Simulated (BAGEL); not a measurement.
**CH2N (SMILES C=[N]): UHF/3-21G (density fitting with qzvpp-jkfit)**

What is the energy change on altering one bond length of CH2N at UHF/3-21G (density fitting with qzvpp-jkfit)? 

Program for the calculation: BAGEL 1.2.2.

2 further runs of the same task are left out: 1 that didn't finish, 1 set aside as unsound or not needed. Runs told in other sessions of the task aren't counted.

### 1 The system as given

CH2N: 4 atoms, total charge 0, spin state doublet. As SMILES, `C=[N]`. The shape is that of a GFN2-xTB optimisation.

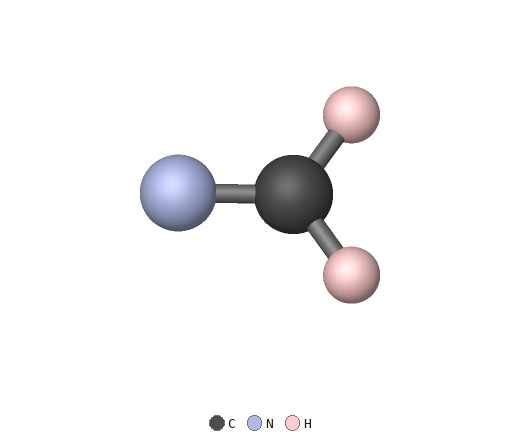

The structure, seen from a chosen angle (carbon dark grey, nitrogen light blue, hydrogen pink).

### 2 A single-point energy at UHF/3-21G (density fitting with qzvpp-jkfit)

Contents of hf.json:

```json
{ "bagel": [

{
  "title": "molecule",
  "basis": "3-21g",
  "df_basis": "qzvpp-jkfit",
  "angstrom": true,
  "geometry": [
    { "atom": "C", "xyz": [    0.002710,    0.001910,   -0.000060 ] },
    { "atom": "N", "xyz": [    0.728320,    0.589110,    0.775720 ] },
    { "atom": "H", "xyz": [   -0.865040,    0.458820,   -0.492030 ] },
    { "atom": "H", "xyz": [    0.134020,   -1.049840,   -0.283630 ] }
  ]
},
{ "title": "uhf", "nopen": 1 },
{ "title": "print", "file": "orbitals.molden", "orbitals": true }

]}
```

The run is started by

```console
$ BAGEL_NUM_THREADS=1 BAGEL hf.json > hf.out
```

Output:

```text
* using 1 threads per process

  ===============================================================
  ===============================================================

  *** Geometry ***

  { "atom" : "C", "xyz" : [      0.005121,      0.003609,     -0.000113 ] },
  { "atom" : "N", "xyz" : [      1.376325,      1.113257,      1.465898 ] },
  { "atom" : "H", "xyz" : [     -1.634689,      0.867044,     -0.929802 ] },
  { "atom" : "H", "xyz" : [      0.253261,     -1.983910,     -0.535983 ] },

  Number of auxiliary basis functions:      188

  Since a DF basis is specified, we compute 2- and 3-index integrals:
    o Being stored without compression. Storage requirement is 0.001 GB

  Number of basis functions:       22
  Number of electrons      :       15

    * METHOD: MOLECULE                             0.03

  *** Open-shell HF ***

  === Nuclear Repulsion ===
    28.0211444629

      * DIIS with orbital gradients will be used.

  === UHF iteration (3-21g) ===
      0        -92.80070049          0.08151530           0.00
      1        -92.86272569          0.05249773           0.00
      2        -92.88280499          0.03696563           0.00
      3        -92.89589807          0.00419812           0.00
      4        -92.89770182          0.00069462           0.00
      5        -92.89827008          0.00024885           0.00
      6        -92.89889483          0.00009695           0.00
      7        -92.89936914          0.00008923           0.00
      8        -92.89976170          0.00008933           0.00
      9        -92.89972477          0.00008943           0.00
     10        -92.90024925          0.00008722           0.00
     11        -92.90104389          0.00030116           0.00
     12        -92.90036774          0.00042461           0.00
     13        -92.90057773          0.00008049           0.00
     14        -92.90078033          0.00007465           0.00
     15        -92.90139940          0.00007444           0.00
     16        -92.90128037          0.00010156           0.00
     17        -92.90115769          0.00009061           0.00
     18        -92.90128913          0.00005773           0.00
     19        -92.90140173          0.00001509           0.00
     20        -92.90140405          0.00000339           0.00
     21        -92.90140431          0.00000122           0.00
     22        -92.90140435          0.00000022           0.00
     23        -92.90140435          0.00000017           0.00
     24        -92.90140435          0.00000001           0.00
    * SCF iteration converged.

    * S^2 (UHF) is 0.9329

    * Permanent dipole moment:
           (    0.574675,     0.464476,     0.610347) a.u.

    * METHOD: UHF                                  0.09

    * METHOD: PRINT                                0.00

  ===============================================================
```

Run time: 0.24 s. Hardware: 1 thread of Arm Neoverse V1, shared host.

### 3 The distorted shape at the same level

Contents of job.json:

```json
{ "bagel": [

{
  "title": "molecule",
  "basis": "3-21g",
  "df_basis": "qzvpp-jkfit",
  "angstrom": true,
  "geometry": [
    { "atom": "C", "xyz": [   -0.868014,   -0.702724,   -0.930988 ] },
    { "atom": "N", "xyz": [    0.728320,    0.589110,    0.775720 ] },
    { "atom": "H", "xyz": [   -1.735764,   -0.245814,   -1.422958 ] },
    { "atom": "H", "xyz": [   -0.736704,   -1.754474,   -1.214558 ] }
  ]
},
{ "title": "uhf", "nopen": 1 },
{ "title": "print", "file": "orbitals.molden", "orbitals": true }

]}
```

The run is started by

```console
$ BAGEL_NUM_THREADS=1 BAGEL job.json > job.out
```

Output:

```text
* using 1 threads per process

  ===============================================================
  ===============================================================

  *** Geometry ***

  { "atom" : "C", "xyz" : [     -1.640309,     -1.327956,     -1.759312 ] },
  { "atom" : "N", "xyz" : [      1.376325,      1.113257,      1.465898 ] },
  { "atom" : "H", "xyz" : [     -3.280119,     -0.464521,     -2.689001 ] },
  { "atom" : "H", "xyz" : [     -1.392169,     -3.315475,     -2.295182 ] },

  Number of auxiliary basis functions:      188

  Since a DF basis is specified, we compute 2- and 3-index integrals:
    o Being stored without compression. Storage requirement is 0.001 GB

  Number of basis functions:       22
  Number of electrons      :       15

    * METHOD: MOLECULE                             0.03

  *** Open-shell HF ***

  === Nuclear Repulsion ===
    16.5767708263

      * DIIS with orbital gradients will be used.

  === UHF iteration (3-21g) ===
      0        -92.32457937          0.13479377           0.00
      1        -91.41949618          0.24255948           0.00
      2        -88.28067128          0.37155102           0.00
      3        -91.98846081          0.17156648           0.00
      4        -92.32152740          0.12526151           0.00
      5        -92.57050823          0.07635689           0.00
      6        -92.63930538          0.05661201           0.00
      7        -92.75035668          0.02750069           0.00
      8        -92.80732272          0.00773376           0.00
      9        -92.80878689          0.00120916           0.00
     10        -92.80899762          0.00044726           0.00
     11        -92.80902536          0.00021627           0.00
     12        -92.80902724          0.00003404           0.00
     13        -92.80902735          0.00001125           0.00
     14        -92.80902736          0.00000174           0.00
     15        -92.80902736          0.00000067           0.00
     16        -92.80902736          0.00000033           0.00
     17        -92.80902736          0.00000011           0.00
     18        -92.80902736          0.00000003           0.00
     19        -92.80902736          0.00000000           0.00
    * SCF iteration converged.

    * S^2 (UHF) is 2.7087

    * Permanent dipole moment:
           (    0.156200,     0.126149,     0.164460) a.u.

    * METHOD: UHF                                  0.08

    * METHOD: PRINT                                0.00

  ===============================================================
```

It took 0.22 s on 1 thread of Arm Neoverse V1, shared host.

### 4 Results

At UHF/3-21G (density fitting with qzvpp-jkfit):

| quantity | value |
| --- | --- |
| first shape: total energy | -92.90140 Eh |
| first shape: dipole moment | 2.44 D |
| first shape: ⟨S²⟩ | 0.933 |
| distorted shape: total energy | -92.80903 Eh |
| distorted shape: dipole moment | 0.66 D |
| distorted shape: ⟨S²⟩ | 2.709 |
| energy change with the C1–N2 bond stretched from 1.214 to 2.670 Å | 2.514 eV |

In words: With the C1–N2 bond stretched from 1.214 to 2.670 Å the energy rises by 2.51 eV (243 kJ/mol). The first shape isn't relaxed at this level, so the change isn't measured from a minimum. ⟨S²⟩ (first shape) is 0.93 where a pure doublet has 0.75: the reference is spin-contaminated. ⟨S²⟩ (distorted shape) is 2.71 where a pure doublet has 0.75: the reference is spin-contaminated.
